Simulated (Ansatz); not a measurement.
# Work function of Mo(110): what the settings cost and change, part 2 of 2

Aim: the work function of Mo(110) against thickness and vacuum, with the cost.

Ansatz 0.2.0; plane-wave DFT, PBE, Ansatz PAW.

So far, work function, upper face (eV): step 2 (slab, setting 1 layer) 5.05; step 4 (run, 3 atoms) 4.71; step 5 (slab, 4 atoms) 4.70; step 6 (slab, 5 atoms) 4.65; step 7 (slab, 6 atoms) 4.67.

**8. Slab, 8 atoms**

System of this step: Mo(110). The cell holds 8 atoms: 8 Mo. Its edges and angles: a = 2.728 Å, b = 2.728 Å, c = 33.592 Å, α = 90.0°, β = 90.0°, γ = 70.5°. Vacuum lies along c.

input.yaml

```yaml
crystal:
  lattice:
    - [2.2273863607, -1.575, 0.0]
    - [2.2273863607, 1.575, 0.0]
    - [0.0, 0.0, 33.5917045252]
  atoms:
    - { symbol: Mo, position: [0.0, 0.0, 0.2679232902] }
    - { symbol: Mo, position: [0.5, 0.5, 0.3342309216] }
    - { symbol: Mo, position: [0.0, 0.0, 0.4005385529] }
    - { symbol: Mo, position: [0.5, 0.5, 0.4668461843] }
    - { symbol: Mo, position: [0.0, 0.0, 0.5331538157] }
    - { symbol: Mo, position: [0.5, 0.5, 0.5994614471] }
    - { symbol: Mo, position: [0.0, 0.0, 0.6657690784] }
    - { symbol: Mo, position: [0.5, 0.5, 0.7320767098] }
kpoints:
  mp_grid: { grid: [16, 16, 1] }
hamiltonian:
  xc: pbe
scf:
  occupations: { method: fermi_dirac, width: 0.1 }
  convergence: { dr2_threshold: 1.0e-09 }
efield:
  axis: 3
  dipole_correction: true
  ramp_position: 0.97
  ramp_width: 0.06
output:
  write_potential: true
  write_density: true
  volumetric_format: npy
```

Started as:

```
$ ansatz run input.yaml --threads 2 --pin off --max-ram 3072MiB --backend cpu --events-out ev --progress --plain --runs-dir out
```

Numbers of over 12 decimals in the logs are rounded to 6 here.

The program printed:

```text
[...]
Crystal: 8 atoms, lattice volume = 235.688 Å³
Basis set: ecut = 420 eV, 4691 PW (Γ)
Bands: 68, of which v1, the nominal top of the filled ones, is band 56 counted from 1 (55 counted from 0)
Symmetry: 4 space group operations
k-points: 73 of 256
[...]
k-point 0: bands = [... 52 lower, 7.7256, 7.8490, 8.2586, 8.3009, 8.9381, 9.1207, 9.8223, 9.8622, ... 20 higher]
  k-point 1: bands = [... 52 lower, 7.8006, 7.9337, 8.1176, 8.3953, 8.8783, 9.0914, 9.5374, 9.8999, ... 20 higher]
  k-point 2: bands = [... 52 lower, 7.6443, 8.0872, 8.2190, 8.3567, 8.7449, 8.9028, 9.1579, 9.5130, ... 20 higher]
  k-point 72: bands = [... 52 lower, 9.3949, 9.5128, 9.9033, 10.0769, 10.3028, 10.3652, 10.5732, 10.7676, ... 20 higher]
[key lines of the parts left out:]
SCF converged after 10 iterations
Free energy (F): -39645.762313 eV
Fermi energy:    9.073396 eV
Dipole field:    D = -0.000000 V/Å  (p = -0.000000 e·Å, saw-weighted, corrected)
Work function:   Φ+ = 4.6707 eV   Φ− = 4.6707 eV
```

The job ended after 3.9 min (2 threads of Arm Neoverse N1, shared host; peak memory 1.5 GiB; 6.9 min of CPU time).

The work function is 4.671 eV, +0.003 eV from the run “6 layers”, at 1.8 times its CPU time.

**9. Slab, 10 atoms**

System of this step: Mo(110). The cell holds 10 atoms: 10 Mo. Its edges and angles: a = 2.728 Å, b = 2.728 Å, c = 38.046 Å, α = 90.0°, β = 90.0°, γ = 70.5°. Vacuum lies along c.

input.yaml, the sections that differ from step 8:

```yaml
crystal:
  lattice:
    - [2.2273863607, -1.575, 0.0]
    - [2.2273863607, 1.575, 0.0]
    - [0.0, 0.0, 38.0464772466]
  atoms:
    - { symbol: Mo, position: [0.0, 0.0, 0.236552781] }
    - { symbol: Mo, position: [0.5, 0.5, 0.2950966074] }
    - { symbol: Mo, position: [0.0, 0.0, 0.3536404339] }
    - { symbol: Mo, position: [0.5, 0.5, 0.4121842603] }
    - { symbol: Mo, position: [0.0, 0.0, 0.4707280868] }
    - { symbol: Mo, position: [0.5, 0.5, 0.5292719132] }
    - { symbol: Mo, position: [0.0, 0.0, 0.5878157397] }
    - { symbol: Mo, position: [0.5, 0.5, 0.6463595661] }
    - { symbol: Mo, position: [0.0, 0.0, 0.7049033926] }
    - { symbol: Mo, position: [0.5, 0.5, 0.763447219] }
# kpoints, hamiltonian, scf, efield, output: as in step 8
```

The program printed:

```text
[...]
Crystal: 10 atoms, lattice volume = 266.944 Å³
Basis set: ecut = 420 eV, 5293 PW (Γ)
Bands: 84, of which v1, the nominal top of the filled ones, is band 70 counted from 1 (69 counted from 0)
Symmetry: 4 space group operations
k-points: 73 of 256
[...]
k-point 1: bands = [... 66 lower, 9.3146, 9.3223, 9.6257, 9.9247, 10.1071, 10.5517, 10.7349, 11.0598, ... 24 higher]
  k-point 2: bands = [... 66 lower, 9.3704, 9.5432, 9.6443, 9.8521, 10.0803, 10.2985, 10.5424, 10.5572, ... 24 higher]
  k-point 72: bands = [... 66 lower, 10.8186, 11.1870, 11.2259, 11.3825, 11.6872, 11.8635, 11.8703, 12.0518, ... 24 higher]
[key lines of the parts left out:]
SCF converged after 10 iterations
Free energy (F): -49557.824768 eV
Fermi energy:    10.482434 eV
Dipole field:    D = -0.000000 V/Å  (p = -0.000001 e·Å, saw-weighted, corrected)
Work function:   Φ+ = 4.6662 eV   Φ− = 4.6662 eV
```

Elapsed: 5.8 min, on 2 threads; peak memory 2 GiB.

The work function is 4.666 eV, -0.005 eV from the run “8 layers”, at 1.5 times its CPU time.

**10. Slab, 13 atoms**

System of this step: Mo(110). The cell holds 13 atoms: 13 Mo. Its edges and angles: a = 2.728 Å, b = 2.728 Å, c = 44.729 Å, α = 90.0°, β = 90.0°, γ = 70.5°. Vacuum lies along c.

input.yaml, the sections that differ from step 9:

```yaml
crystal:
  lattice:
    - [2.2273863607, -1.575, 0.0]
    - [2.2273863607, 1.575, 0.0]
    - [0.0, 0.0, 44.7286363289]
  atoms:
    - { symbol: Mo, position: [0.0, 0.0, 0.2012133778] }
    - { symbol: Mo, position: [0.5, 0.5, 0.2510111482] }
    - { symbol: Mo, position: [0.0, 0.0, 0.3008089185] }
    - { symbol: Mo, position: [0.5, 0.5, 0.3506066889] }
    - { symbol: Mo, position: [0.0, 0.0, 0.4004044593] }
    - { symbol: Mo, position: [0.5, 0.5, 0.4502022296] }
    - { symbol: Mo, position: [0.0, 0.0, 0.5] }
    - { symbol: Mo, position: [0.5, 0.5, 0.5497977704] }
    - { symbol: Mo, position: [0.0, 0.0, 0.5995955407] }
    - { symbol: Mo, position: [0.5, 0.5, 0.6493933111] }
    - { symbol: Mo, position: [0.0, 0.0, 0.6991910815] }
    - { symbol: Mo, position: [0.5, 0.5, 0.7489888518] }
    - { symbol: Mo, position: [0.0, 0.0, 0.7987866222] }
# kpoints, hamiltonian, scf, efield, output: as in step 9
```

The program printed:

```text
[...]
Crystal: 13 atoms, lattice volume = 313.828 Å³
Basis set: ecut = 420 eV, 6247 PW (Γ)
Bands: 110, of which v1, the nominal top of the filled ones, is band 91 counted from 1 (90 counted from 0)
Symmetry: 4 space group operations
k-points: 73 of 256
[...]
k-point 1: bands = [... 87 lower, 10.9379, 11.0677, 11.3352, 11.4556, 11.7409, 11.9662, 12.2286, 12.4271, ... 34 higher]
  k-point 2: bands = [... 87 lower, 11.1237, 11.1808, 11.3111, 11.4584, 11.6261, 11.8302, 11.9747, 12.1332, ... 34 higher]
  k-point 72: bands = [... 87 lower, 12.6360, 12.6867, 12.9380, 12.9984, 13.0771, 13.4306, 13.4879, 13.6030, ... 34 higher]
[key lines of the parts left out:]
SCF converged after 10 iterations
Free energy (F): -64425.923280 eV
Fermi energy:    12.071625 eV
Dipole field:    D = -0.000000 V/Å  (p = -0.000000 e·Å, saw-weighted, corrected)
Work function:   Φ+ = 4.6660 eV   Φ− = 4.6660 eV
```

Wall time 10 min (2 threads); peak memory 2.9 GiB.

The work function is 4.666 eV, -0.000 eV from the run “10 layers”, at 1.8 times its CPU time.

**11. Slab, 7 atoms**

System of this step: Mo(110). The cell holds 7 atoms: 7 Mo. Cell: a = 2.728 Å, b = 2.728 Å, c = 23.364 Å, α = 90.0°, β = 90.0°, γ = 70.5°. Vacuum lies along c.

input.yaml, the sections that differ from step 10:

```yaml
crystal:
  lattice:
    - [2.2273863607, -1.575, 0.0]
    - [2.2273863607, 1.575, 0.0]
    - [0.0, 0.0, 23.3643181644]
  atoms:
    - { symbol: Mo, position: [0.0, 0.0, 0.2140015371] }
    - { symbol: Mo, position: [0.5, 0.5, 0.3093343581] }
    - { symbol: Mo, position: [0.0, 0.0, 0.404667179] }
    - { symbol: Mo, position: [0.5, 0.5, 0.5] }
    - { symbol: Mo, position: [0.0, 0.0, 0.595332821] }
    - { symbol: Mo, position: [0.5, 0.5, 0.6906656419] }
    - { symbol: Mo, position: [0.0, 0.0, 0.7859984629] }
# kpoints, hamiltonian, scf, efield, output: as in step 10
```

The program printed:

```text
[...]
Crystal: 7 atoms, lattice volume = 163.930 Å³
Basis set: ecut = 420 eV, 3257 PW (Γ)
Bands: 59, of which v1, the nominal top of the filled ones, is band 49 counted from 1 (48 counted from 0)
Symmetry: 4 space group operations
k-points: 73 of 256
[...]
k-point 1: bands = [... 45 lower, 11.3225, 11.4278, 11.5558, 12.1211, 12.2338, 12.9879, 12.9966, 13.4769, ... 16 higher]
  k-point 2: bands = [... 45 lower, 11.0806, 11.6156, 11.6812, 11.9416, 12.2774, 12.6131, 12.6856, 13.3843, ... 16 higher]
  k-point 72: bands = [... 45 lower, 13.0169, 13.0937, 13.4810, 13.5647, 13.7543, 13.9272, 14.1323, 14.8963, ... 16 higher]
[key lines of the parts left out:]
SCF converged after 10 iterations
Free energy (F): -34689.733310 eV
Fermi energy:    12.633772 eV
Dipole field:    D = 0.000000 V/Å  (p = 0.000000 e·Å, saw-weighted, corrected)
Work function:   Φ+ = 4.6481 eV (in doubt: plateau slope 7.1e-2 eV/Å)   Φ− = 4.6519 eV (in doubt: plateau slope 5.0e-2 eV/Å)
```

It took 2.3 min on 2 threads; peak memory 1 GiB.

The work function is 4.648 eV. The program marks this work function as in doubt.

**12. Slab, 7 atoms (run 2)**

The cell differs from the one that the last finished run ended in (c 23.364 → 27.364 Å).

input.yaml, the sections that differ from step 11:

```yaml
crystal:
  lattice:
    - [2.2273863607, -1.575, 0.0]
    - [2.2273863607, 1.575, 0.0]
    - [0.0, 0.0, 27.3643181644]
  atoms:
    - { symbol: Mo, position: [0.0, 0.0, 0.2558075797] }
    - { symbol: Mo, position: [0.5, 0.5, 0.3372050531] }
    - { symbol: Mo, position: [0.0, 0.0, 0.4186025266] }
    - { symbol: Mo, position: [0.5, 0.5, 0.5] }
    - { symbol: Mo, position: [0.0, 0.0, 0.5813974734] }
    - { symbol: Mo, position: [0.5, 0.5, 0.6627949469] }
    - { symbol: Mo, position: [0.0, 0.0, 0.7441924203] }
# kpoints, hamiltonian, scf, efield, output: as in step 11
```

The program printed:

```text
[...]
Crystal: 7 atoms, lattice volume = 191.995 Å³
Basis set: ecut = 420 eV, 3809 PW (Γ)
Bands: 59, of which v1, the nominal top of the filled ones, is band 49 counted from 1 (48 counted from 0)
Symmetry: 4 space group operations
k-points: 73 of 256
[...]
k-point 1: bands = [... 45 lower, 8.7948, 8.9012, 9.0279, 9.5935, 9.7032, 10.4598, 10.4744, 10.9451, ... 16 higher]
  k-point 2: bands = [... 45 lower, 8.5529, 9.0876, 9.1535, 9.4127, 9.7501, 10.0885, 10.1563, 10.8544, ... 16 higher]
  k-point 72: bands = [... 45 lower, 10.4892, 10.5660, 10.9532, 11.0369, 11.2265, 11.3994, 11.6046, 12.3686, ... 16 higher]
[key lines of the parts left out:]
SCF converged after 10 iterations
Free energy (F): -34689.733290 eV
Fermi energy:    10.106046 eV
Dipole field:    D = -0.000001 V/Å  (p = -0.000001 e·Å, saw-weighted, corrected)
Work function:   Φ+ = 4.6598 eV   Φ− = 4.6598 eV
```

Wall time 2.4 min (2 threads); peak memory 1.1 GiB.

The work function is 4.660 eV, +0.012 eV from the run “7 layers, 10 Å of vacuum”, at 1.0 times its CPU time.

**13. Run, 7 atoms**

The cell differs from the one that the last finished run ended in (c 27.364 → 39.364 Å).

input.yaml, the sections that differ from step 12:

```yaml
crystal:
  lattice:
    - [2.2273863607, -1.575, 0.0]
    - [2.2273863607, 1.575, 0.0]
    - [0.0, 0.0, 39.3643181644]
  atoms:
    - { symbol: Mo, position: [0.0, 0.0, 0.3302483215] }
    - { symbol: Mo, position: [0.5, 0.5, 0.3868322143] }
    - { symbol: Mo, position: [0.0, 0.0, 0.4434161072] }
    - { symbol: Mo, position: [0.5, 0.5, 0.5] }
    - { symbol: Mo, position: [0.0, 0.0, 0.5565838928] }
    - { symbol: Mo, position: [0.5, 0.5, 0.6131677857] }
    - { symbol: Mo, position: [0.0, 0.0, 0.6697516785] }
# kpoints, hamiltonian, scf, efield, output: as in step 12
```

The program printed:

```text
[...]
Crystal: 7 atoms, lattice volume = 276.191 Å³
Basis set: ecut = 420 eV, 5489 PW (Γ)
Bands: 59, of which v1, the nominal top of the filled ones, is band 49 counted from 1 (48 counted from 0)
Symmetry: 4 space group operations
k-points: 73 of 256
[...]
k-point 0: bands = [... 45 lower, 4.2366, 4.4192, 4.5582, 4.9459, 5.4283, 5.7966, 6.2782, 6.7250, ... 16 higher]
  k-point 1: bands = [... 45 lower, 4.2935, 4.3999, 4.5266, 5.0922, 5.2019, 5.9584, 5.9732, 6.4437, ... 16 higher]
  k-point 2: bands = [... 45 lower, 4.0516, 4.5863, 4.6522, 4.9113, 5.2488, 5.5872, 5.6550, 6.3530, ... 16 higher]
  k-point 72: bands = [... 45 lower, 5.9879, 6.0647, 6.4519, 6.5356, 6.7252, 6.8981, 7.1033, 7.8673, ... 16 higher]
[key lines of the parts left out:]
SCF converged after 10 iterations
Free energy (F): -34689.733309 eV
Fermi energy:    5.604727 eV
Dipole field:    D = -0.000000 V/Å  (p = -0.000000 e·Å, saw-weighted, corrected)
Work function:   Φ+ = 4.6599 eV   Φ− = 4.6599 eV
```

Run time: 3.5 min. Hardware: 2 threads; peak memory 1.5 GiB; 6.8 min of CPU time.

The work function is 4.660 eV, +0.000 eV from the run “7 layers, 14 Å of vacuum”, at 1.5 times its CPU time.

**14. Side by side**

Times are for 2 threads of Arm Neoverse N1, shared host. Results by setting:

```
no.                   setting  work function, upper face (eV)     time  memory (GiB)
  1                   1 layer                           5.054     18 s          0.46
  2                  2 layers                           4.567     36 s           0.5
  3                  3 layers                           4.711     57 s          0.61
  4                  4 layers                           4.701     68 s          0.74
  5                  5 layers                           4.653     95 s          0.87
  6                  6 layers                           4.668  2.2 min           1.1
  7                  8 layers                           4.671  3.9 min           1.5
  8                 10 layers                           4.666  5.8 min           2.0
  9                 13 layers                           4.666   10 min           2.9
 10  7 layers, 10 Å of vacuum                           4.648  2.3 min           1.0
 11  7 layers, 14 Å of vacuum                           4.660  2.4 min           1.1
 12  7 layers, 26 Å of vacuum                           4.660  3.5 min           1.5
```

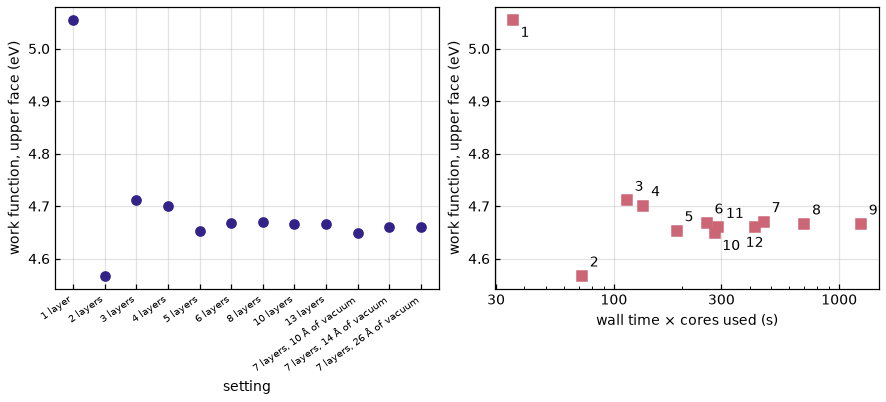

The series as plots; the last panel sets the first result against cost, with the runs numbered as in the table.

**15. Varying the input**

System of this step: Mo(110) monolayer. The cell holds 1 atom: 1 Mo. Its edges and angles: a = 2.728 Å, b = 2.728 Å, c = 18.000 Å, α = 90.0°, β = 90.0°, γ = 70.5°. Vacuum lies along c. The cell carries charge +6.

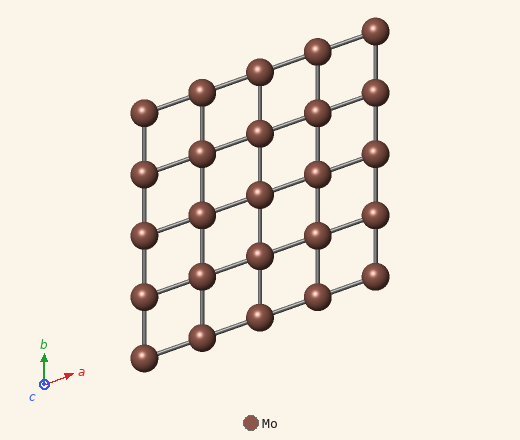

The cell of this step (molybdenum brown). 4×4×1 cells are drawn. Some periodic images of atoms are drawn too.

An input spoilt on purpose, to show how the run answers: it repeats the earlier run “1 layer” with total_charge to 6, and scf.max_iter set to 80; its output block differs too.

input.yaml, the sections that differ from step 13:

```yaml
crystal:
  lattice:
    - [2.2273863607, -1.575, 0.0]
    - [2.2273863607, 1.575, 0.0]
    - [0.0, 0.0, 18.0]
  atoms:
    - { symbol: Mo, position: [0.0, 0.0, 0.5] }
scf:
  occupations: { method: fermi_dirac, width: 0.1 }
  convergence: { dr2_threshold: 1.0e-09 }
  max_iter: 80
total_charge: 6
# kpoints, hamiltonian, efield, output: as in step 13
```

The program printed:

```text
Error: efield: with total_charge ≠ 0 without external_charges — the saw-weighted dipole of a charged cell depends on the ramp position (the isolated-slab reference a dipole correction restores does not exist for a charged slab), so the field energy is ill-defined under the jellium convention; neutralise the cell or drop the efield: block, which crystal.periodic lets a charged slab do
```

Wall time 0.02 s (2 threads); peak memory 0.06 GiB.

The program refused the input before any cycle.

The program's message: “Error: efield: with total_charge ≠ 0 without external_charges — the saw-weighted dipole of a charged cell depends on the ramp position (the isolated-slab reference a dipole correction restores does no …”

The fault put into the input: a net charge in a cell with a dipole correction and no gate.

**16. Outcome**

```yaml
work_function_1_layer: 5.054 eV
work_function_2_layers: 4.567 eV
work_function_6_layers: 4.668 eV
work_function_13_layers: 4.666 eV
```

**Reading.** The thickest slab gives 4.67 eV, and the settings tried spread the value from 4.57 to 5.05 eV. At 18 Å of vacuum, the slabs from 3 layers on stay within 0.05 eV of the thickest. Going from 10 to 26 Å of vacuum moves it by 0.012 eV. The program marks the value as in doubt in “7 layers, 10 Å of vacuum”. The ladder's slabs use the tabulated experimental lattice constant (two decimals; a low-temperature value for the alkali metals). In 1 run of the series (7 layers, 10 Å of vacuum) the program warns that electrons reach the sawtooth's ramp, which makes dipole and work function less sure.

Computed beside measured:

| quantity | measured | 13 layers |
| --- | --- | --- |
| work function (clean (110) face, a compiled value) (eV) | 4.95 | 4.67 (-0.28 eV) |

Measured values from arxiv:1902.07811 (2019).

How well it matches: The work function is off by -0.28 eV: fair agreement. The grades are ours: good and fair within 3 and 7 % for the work function. No cell relaxation is part of this session.

[Logs are printed without paths, hosts, clocks, repeated set-up lines and the standing remarks that a program may print on its own settings, such as how far it seeks lower states.]

[Hosts, paths, dates, database ids (printed as entryN), source tags and the programs' standing remarks are cut or masked in the printed files.]

[Maps of the electrostatic potential energy from Ansatz leave out the sawtooth potential of an applied field or a dipole correction, so their vacuum need not be flat; planar profiles and work functions include it.]
